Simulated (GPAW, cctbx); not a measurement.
## Bonding in AlPb3C as X-rays see it

Question: by how much does bonding change the X-ray structure factors of AlPb3C, how firmly does DFT give the change, and what does a routine refinement make of it?

The start was made by putting kin elements into a known structure type; the compound need not exist, or be stable, in this form. All numbers below are calculated.

## Step 1: Relax the structure

The density hangs on the geometry, so cell and atoms are relaxed first, with the symmetry held. The cutoff is set higher than for the density because stress converges slowly with plane waves.

Settings: GPAW 26.7.0, PBE, 670 eV, 5×5×2 k-points (along the axes of the calculation cell), Fermi–Dirac width 0.1 eV, BFGS to 0.03 eV/Å.

```text
cell
1.0
    -3.697000000    0.000000000    0.000000000
     1.848500000   -6.394000000    0.000000000
     0.000000000    0.000000000    9.851000000
Pb Al C
6 2 2
Direct
0.045700000 0.091400000 0.750000000
0.954300000 0.908600000 0.250000000
0.371600000 0.743200000 0.954400000
0.628400000 0.256800000 0.045600000
0.371600000 0.743200000 0.545600000
0.628400000 0.256800000 0.454400000
0.746100000 0.492200000 0.750000000
0.253900000 0.507800000 0.250000000
0.000000000 0.000000000 0.000000000
0.000000000 0.000000000 0.500000000
```

```console
$ OMP_NUM_THREADS=1 mpirun -n 4 gpaw python run.py > gpaw.log
```

```text
BFGS:    0      -40.820717        0.507396
BFGS:    1      -40.834605        0.480635
BFGS:    2      -40.891468        0.262953
BFGS:    3      -40.893199        0.238367
...
BFGS:   15      -40.924839        0.051021
BFGS:   16      -40.925857        0.042364
BFGS:   17      -40.926884        0.029862
cell  3.6617 6.6510 10.1715  90.00 90.00 105.98
volume 238.151 A^3, largest force 0.028 eV/A, largest stress 0.20 GPa
```

After 17 steps the volume has changed by +2.3 % and the energy by -0.106 eV; the largest stress left is 0.20 GPa. It took 28 min on 4 cores of Arm Neoverse V1 (shared host), peak memory 2.2 GiB.

Relaxed structure: Cmcm (no. 63), a = 3.6617 Å, b = 12.7882 Å, c = 10.1715 Å, α = 90.00°, β = 90.00°, γ = 90.00°.

```csv
atom,mult.,x,y,z
Pb1,4,1/2,0.4561,1/4
Pb2,8,1/2,0.1322,0.4561
Al1,4,0,0.2542,1/4
C1,4,0,0,1/2
```

## Step 2: Density and charge transfer

X-rays see the whole electron density, so the PAW density is rebuilt with its core regions. Subtracting spherical free atoms from the same code cancels the cores and leaves the deformation density Δρ, the part due to bonding.

Settings: PBE, 550 eV, 7×7×3 k-points (along the axes of the calculation cell), Fermi–Dirac width 0.1 eV; primitive cell of 10 atoms.

```console
$ OMP_NUM_THREADS=1 mpirun -n 4 gpaw python run.py > gpaw.log
```

```text
|iter:   1|       0s |  -43.907927 | +0.17 |       |
|iter:   2|      13s |  -42.394142 | -1.10 | -1.20 |
|iter:   3|      27s |  -40.697358 | -0.89 | -1.29 |
...
|iter:  11|     133s |  -40.618946c| -6.32 | -4.60c|
|iter:  12|     146s |  -40.618942c| -6.66 | -4.25c|
|iter:  13|     159s |  -40.618942c| -7.47c| -5.01c|
```

```text
gpts.py:43: UserWarning: Initial realspace grid (20,36,56) inconsistent with symmetries.
gpts.py:43: UserWarning: Initial realspace grid (20,36,56) inconsistent with symmetries.
gpts.py:43: UserWarning: Initial realspace grid (20,36,56) inconsistent with symmetries.
gpts.py:43: UserWarning: Initial realspace grid (20,36,56) inconsistent with symmetries.
gpts.py:70: UserWarning: Using symmetrized grid: (36,36,56).
gpts.py:70: UserWarning: Using symmetrized grid: (36,36,56).
gpts.py:70: UserWarning: Using symmetrized grid: (36,36,56).
gpts.py:70: UserWarning: Using symmetrized grid: (36,36,56).
grid (72, 72, 112)  electrons 530.000  moved by bonding 1.545 e
deformation density beyond 0.5 A of the nuclei: max 0.085, min -0.063 e/A^3
atom        x       y       z   Voronoi charge  moment
Pb1    0.0439  0.0879  0.2500      0.142       0.00
Pb2    0.9561  0.9121  0.7500      0.142       0.00
Pb3    0.3678  0.7356  0.4560      0.178       0.00
Pb4    0.6322  0.2644  0.5440      0.178       0.00
Pb5    0.3678  0.7356  0.0440      0.178       0.00
Pb6    0.6322  0.2644  0.9560      0.178       0.00
Al7    0.7458  0.4916  0.2500     -0.073       0.00
Al8    0.2542  0.5084  0.7500     -0.073       0.00
C 9    0.0000  0.0000  0.5000     -0.426       0.00
C 10   0.0000  0.0000  0.0000     -0.426       0.00
mean inner potential of superposed free atoms 19.255 V
total magnetic moment 0.000 muB
```

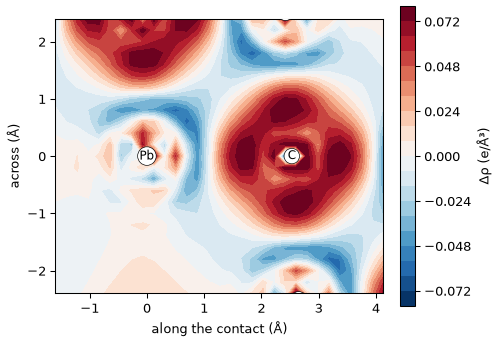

Deformation density in a plane through the shortest contact of the Pb atom at the origin; red gains electrons, blue loses them.

C gains most (-0.43 e) and Pb loses most (+0.17 e), in averages over each element's sites; C is the most electronegative element, but the order of the others doesn't follow electronegativity. Such charges fall far short of formal ones, since overlapping free atoms already put density on their neighbours. Along the shortest contact from the Pb atom at the map's origin, Pb–C at 2.53 Å, Δρ is +0.04 e/Å³ at the midpoint and highest, +0.08, 1.71 Å from Pb (points within 0.5 Å of a nucleus left out): little piles up between the atoms. At the midpoints of other shortest contacts it is +0.03 (Pb–Al, 3.17 Å) e/Å³. Point values carry grid noise of about 0.01 e/Å³. The run needed 13 iterations, 3.2 min.

## Step 3: From the density to structure factors

The Fourier components of Δρ, added to those of the free atoms, give the static X-ray structure factors; the Mott–Bethe relation turns them into the Fourier components V of the potential that fast electrons feel.

```text
static structure factors of the conventional cell: F in electrons, V (Mott-Bethe) in volts
   h  k  l      d  |F| table  |F| free   |F| DFT   change   |V| free  |V| DFT  change %
   0  2  0  6.3941   186.872   186.552   186.949    0.396     2.142    1.986     -7.3
   0  2  1  5.4133     3.405     3.395     3.349   -0.046     0.011    0.002        -
   0  0  2  5.0857   193.928   193.548   194.186    0.638     2.220    2.062     -7.2
   0  2  2  3.9803   243.000   242.679   241.487   -1.192     1.708    1.890     10.6
   1  1  0  3.5202    98.209    98.170    96.956   -1.214     0.716    0.861     20.2
   1  1  1  3.3266   158.623   158.385   158.343   -0.042     1.181    1.186      0.4
   0  4  0  3.1970   387.436   387.079   386.023   -1.056     3.431    3.535      3.0
   0  4  1  3.0499   283.326   283.141   283.263    0.122     3.268    3.257     -0.3
   0  2  3  2.9954   577.790   577.454   577.417   -0.036     6.797    6.801      0.0
   1  1  2  2.8945   589.010   588.681   587.487   -1.195     6.299    6.396      1.5
   1  3  0  2.7776   664.376   664.044   664.978    0.934     8.044    7.975     -0.9
   0  4  2  2.7067   623.913   623.667   622.135   -1.532     7.117    7.225      1.5
   1  3  1  2.6795   338.670   338.574   338.202   -0.372     4.356    4.382      0.6
   0  0  4  2.5429   581.540   581.355   581.629    0.274     7.313    7.296     -0.2
```

The largest X-ray change is -1.53 e on 042, 0.2 % of |F|. For electrons V goes as (Z − F)/g², so a change of F counts against Z − F, which is small at low angle and wherever the atoms' terms cancel: |V| of 110 moves by +20.2 % (0.72 to 0.86 V) against -1.2 % in |F|. The last three rows still change by up to 1.53 e; the table stops while the angles are still low. The tabulated Hartree–Fock atoms differ from the free DFT atoms by up to 0.38 e, so the choice of reference atom matters too.

## Step 4: The functional ladder

The same geometry is run with other functionals, to see whether the bonding signal is larger than the spread between approximations. Free atoms are LDA for LDA and PBE otherwise. Any other changed setting is in the row's label.

| run | ΔF 042 (e) | ΔF 110 (e) | ΔF 112 (e) | q(C) (e) | moved (e) | time |
| --- | --- | --- | --- | --- | --- | --- |
| PBE | -1.532 | -1.214 | -1.195 | -0.426 | 1.545 | 3.2 min |
| LDA | -1.488 | -1.167 | -1.158 | -0.407 | 1.457 | 3 min |
| RPBE | -1.547 | -1.231 | -1.184 | -0.435 | 1.653 | 3.2 min |
| PBE 150 eV (unsound) | -1.302 | -0.674 | -0.904 | -0.256 | 2.184 | 27 s |

At the base's settings ΔF(042) spans -1.547 to -1.488 e, a spread of 4 % of the PBE value; over the three listed reflections the spread is at most 5 %, so sign and size hold across the functionals. The run marked unsound (cutoff far too low) misses ΔF(042) by 0.230 e. Times are from shared hosts.

## Step 5: Refining ordinary atoms against data with bonding

Routine crystallography fits spherical atoms. To see the bias, intensities are simulated from tabulated atoms plus the DFT change ΔF, so that bonding alone can misfit (15350 reflections of the full sphere, merged to the counts below, to 0.4 Å, 0.5 % proportional noise plus counting noise, assumed isotropic U as listed, Δρ smeared by the mean U) and refined with cctbx over different ranges.

| range | data | R1 | GooF | U Pb1 (true 0.0056) | U Pb2 (true 0.0056) | U Al1 (true 0.0107) | U C1 (true 0.0128) | largest shift (Å) | Δρ max, min (e/Å³) |
| --- | --- | --- | --- | --- | --- | --- | --- | --- | --- |
| all data | 2162 | 0.0050 | 0.93 | 0.0056 | 0.0056 | 0.0107 | 0.0129 | 0.0005 | 0.77, -1.06 |
| low resolution, d > 0.84 | 261 | 0.0027 | 0.91 | 0.0055 | 0.0055 | 0.0107 | 0.0126 | 0.0009 | 0.28, -0.19 |
| high order, d < 0.75 | 1807 | 0.0060 | 0.93 | 0.0056 | 0.0056 | 0.0106 | 0.0129 | 0.0001 | 0.70, -0.86 |
| occupancies free, d > 0.7 | 438 | 0.0030 | 0.93 | 0.0056 | 0.0056 | 0.0109 | 0.0128 | 0.0012 | 0.45, -0.30 |

With all data GooF is 0.93, so at this noise the bonding hardly shows; the top residual peak lies 2.13 Å from Pb and 2.13 Å from Pb. No U is off by more than 3 s.u. at low resolution. With Pb1 held at 1 and the scale free, the other occupancies refine to Pb2 1.001(0.001), Al1 1.004(0.004) and C1 1.004(0.012), within three s.u. of full.

## Step 6: Answer

Bonding moves 1.54 e in the primitive cell of AlPb3C and changes the structure factors of the conventional cell in the table above by at most 1.53 e (042, 0.2 %), and among reflections above 2 % of the strongest by up to 1.2 % (110). The shortest bond, Pb–C, has Δρ = +0.04 e/Å³ at its midpoint. At the base's settings ΔF(042) spans -1.547 to -1.488 e, a spread of 4 % of the PBE value; over the three listed reflections the spread is at most 5 %, so sign and size hold across the functionals. With all data GooF is 0.93, so at this noise the bonding hardly shows. Limits: static density, frozen cores, no spin–orbit coupling.

[Outputs are excerpts: Python notices, other lines and further rows are left out; steps that failed or that the build refused (PBEsol, TPSS) are not shown.]

[Logs are printed without paths, hosts, clocks, repeated set-up lines and the standing remarks that a program may print on its own settings, such as how far it seeks lower states.]
